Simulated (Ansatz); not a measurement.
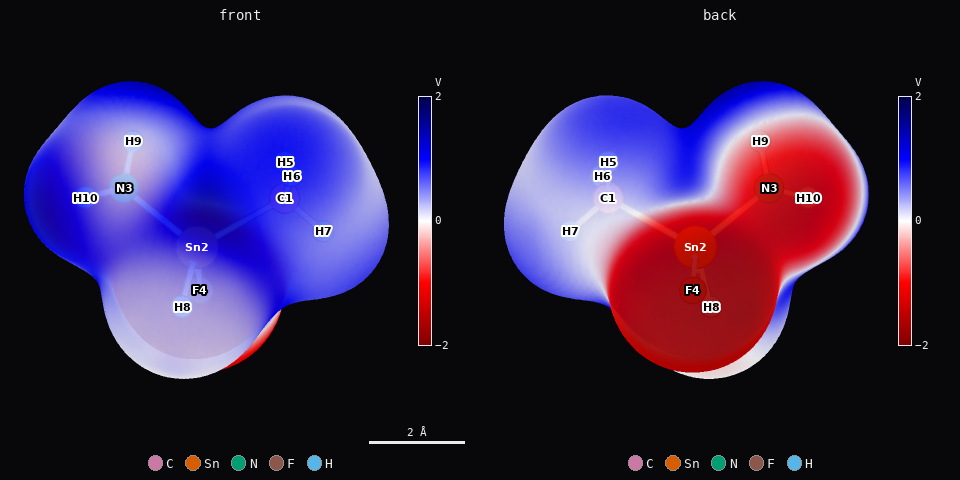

CH₆FNSn (SMILES [CH3][SnH]([NH2])[F]). The electrostatic potential painted on the density surface at 0.001 e/bohr³, seen from the front and from behind; the colour scale runs from red (negative) to blue (positive).

Geometry: PBE0-D4/def2-TZVP; core potentials replace the inner electrons of Sn.

These are results of RKS PBE0-D4/def2-TZVPP in Ansatz, not measurements.

```xyz
10

C    -1.0233    1.1869    0.3056
Sn   -0.0126   -0.4241   -0.6328
N     1.5222   -1.0852    0.4658
F    -1.3086   -1.8554   -0.5934
H    -1.1915    0.9354    1.3529
H    -0.4324    2.1007    0.2428
H    -1.9853    1.3425   -0.1813
H     0.4133   -0.3293   -2.2803
H     1.7197   -0.6107    1.3332
H     2.3816   -1.3120   -0.0097
```

> Where is the surface potential most negative and most positive?

The most negative region (about −1.8 V, or −42 kcal/mol for a unit charge) lies over F4, the most positive (about +1.4 V, or +32 kcal/mol for a unit charge) over Sn2 and H9.
